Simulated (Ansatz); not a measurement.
## LiMg15O16: geometry relaxation (part 4 of 4)

Continued. System: LiMg15O16 (defect cell, 32 atoms in the cell). Method: DFT r2SCAN, scalar-relativistic, plane waves, PAW, spin-polarised (Ansatz 0.2.0); cutoff 500 eV, 2×2×2 k-mesh, Gaussian smearing of 0.01 eV, collinear spins. The structure derives from a Materials Project entry. It belongs to a series of runs on one base structure; here: Li on a Mg site (a), charge +0, atoms relaxed at the host's cell.

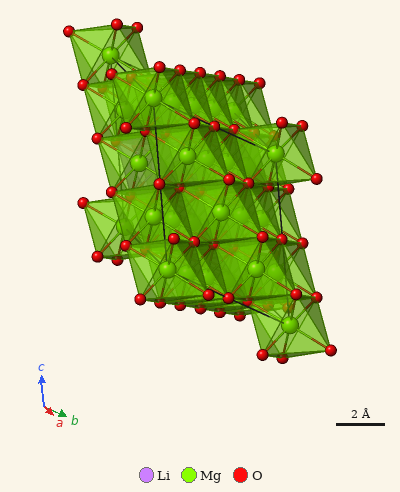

**Figure 1.** The geometry at step 4 of the log (polyhedral view of the cell of the calculation, seen slightly off an axis; polyhedra are completed across the faces of the cell).

Trajectory as extended XYZ, continued:
```
32
Lattice="-4.2044 4.2044 -4.2044 -4.2044 -4.2044 4.2044 4.2044 4.2044 4.2044" Properties=species:S:1:pos:R:3:forces:R:3 step=3 energy=-38248.15430
Li   -0.0081    2.1111    2.1027    0.0117  -0.0159  -0.0012
Mg    0.0041    0.0225    4.1787   -0.0153  -0.0001   0.0186
Mg    2.0830    2.1026    4.1822    0.0161   0.0084   0.0139
Mg   -4.1927    2.1037    2.0996   -0.0700  -0.0174   0.0185
Mg   -2.0789    4.1796    2.1001    0.0081   0.0533   0.0224
Mg   -4.2021    2.0999   -2.1027    0.0059   0.0142  -0.0163
Mg    0.0010    4.1802    0.0227    0.0271   0.0303  -0.0256
Mg   -2.0761    2.1027    4.1786   -0.0119   0.0074   0.0409
Mg   -4.2014   -0.0211   -0.0250   -0.0073   0.0003   0.0248
Mg   -2.0757    2.1030    0.0246   -0.0073  -0.0057  -0.0529
Mg    2.0853    4.1847    2.1013   -0.0056   0.0135  -0.0060
Mg   -4.2007   -2.1028    2.0998    0.0004   0.0168   0.0047
Mg   -2.0752    0.0260    2.1004   -0.0157  -0.0481   0.0092
Mg    0.0020    0.0244    0.0226    0.0192  -0.0239  -0.0155
Mg   -2.1212   -2.1012    4.2245    0.0061  -0.0070  -0.0206
Mg   -2.1246    4.2262   -2.1021    0.0400  -0.0147  -0.0251
O     2.1528    2.1043    2.1011   -0.0452  -0.0141   0.0045
O    -2.0980    4.2053   -0.0003   -0.0257  -0.0189  -0.0080
O     0.0016    6.3063   -0.0042    0.0135  -0.0006   0.0123
O    -2.1456    2.1043    2.1023    0.0588  -0.0177  -0.0249
O     0.0028    4.2520    2.1020    0.0105  -0.0544  -0.0130
O    -2.0978    2.1030   -2.1044   -0.0131  -0.0075   0.0182
O    -2.0986    0.0009    4.2027   -0.0054   0.0035  -0.0042
O     0.0044    2.1044    4.2497   -0.0041  -0.0230  -0.0468
O    -2.0971    0.0007   -0.0009   -0.0217   0.0172   0.0059
O     0.0055    2.1025   -0.0492   -0.0294   0.0061   0.0512
O     0.0011   -0.0023    6.3055    0.0202   0.0142  -0.0138
O    -2.0981   -2.1034    2.1001   -0.0156   0.0149   0.0010
O     0.0041   -0.0500    2.1005   -0.0106   0.0663   0.0120
O    -6.3043    0.0011   -0.0019   -0.0040  -0.0088   0.0065
O    -4.2051    2.1017    0.0002    0.0506   0.0124   0.0019
O    -4.2034    0.0023    2.0999    0.0216  -0.0005   0.0071
32
Lattice="-4.2044 4.2044 -4.2044 -4.2044 -4.2044 4.2044 4.2044 4.2044 4.2044" Properties=species:S:1:pos:R:3:forces:R:3 step=4 energy=-38248.15627
Li    0.0010    2.1017    2.1007    0.0041   0.0028   0.0001
Mg    0.0035    0.0232    4.1802   -0.0048   0.0050   0.0006
Mg    2.0835    2.1031    4.1816   -0.0099  -0.0021   0.0022
Mg   -4.2009    2.1027    2.1008   -0.0006   0.0022   0.0004
Mg   -2.0774    4.1833    2.1010    0.0067   0.0053  -0.0018
Mg   -4.2014    2.1034   -2.1038   -0.0002  -0.0064   0.0039
Mg    0.0029    4.1830    0.0208    0.0006  -0.0079   0.0077
Mg   -2.0770    2.1032    4.1815    0.0043  -0.0048   0.0040
Mg   -4.2012   -0.0219   -0.0242   -0.0009  -0.0020  -0.0015
Mg   -2.0775    2.1031    0.0201    0.0088  -0.0029  -0.0006
Mg    2.0838    4.1834    2.1011   -0.0105   0.0046  -0.0025
Mg   -4.2011   -2.1015    2.1007   -0.0027  -0.0005   0.0027
Mg   -2.0771    0.0220    2.1010    0.0031   0.0006  -0.0002
Mg    0.0031    0.0230    0.0213   -0.0018   0.0064   0.0005
Mg   -2.1211   -2.1014    4.2250   -0.0060  -0.0006  -0.0049
Mg   -2.1212    4.2266   -2.1034   -0.0053  -0.0019  -0.0007
O     2.1493    2.1028    2.1010    0.0021  -0.0001  -0.0011
O    -2.0996    4.2051   -0.0012    0.0049   0.0019  -0.0016
O     0.0026    6.3073   -0.0027    0.0052   0.0015  -0.0054
O    -2.1428    2.1028    2.1010   -0.0036  -0.0005   0.0008
O     0.0028    4.2501    2.1007    0.0014  -0.0021   0.0007
O    -2.0994    2.1027   -2.1028    0.0023   0.0026  -0.0082
O    -2.0990    0.0006    4.2034   -0.0015   0.0014  -0.0024
O     0.0029    2.1029    4.2480    0.0013   0.0006  -0.0031
O    -2.0996    0.0006   -0.0015    0.0044  -0.0007   0.0026
O     0.0029    2.1029   -0.0463    0.0014   0.0003   0.0032
O     0.0031   -0.0008    6.3051    0.0006  -0.0046   0.0041
O    -2.0994   -2.1014    2.1009    0.0027  -0.0002   0.0019
O     0.0028   -0.0443    2.1007    0.0022   0.0039   0.0007
O    -6.3034    0.0007   -0.0013   -0.0020  -0.0003   0.0009
O    -4.2007    2.1032    0.0005   -0.0084  -0.0035  -0.0009
O    -4.2016    0.0023    2.1012    0.0024   0.0019  -0.0025
```
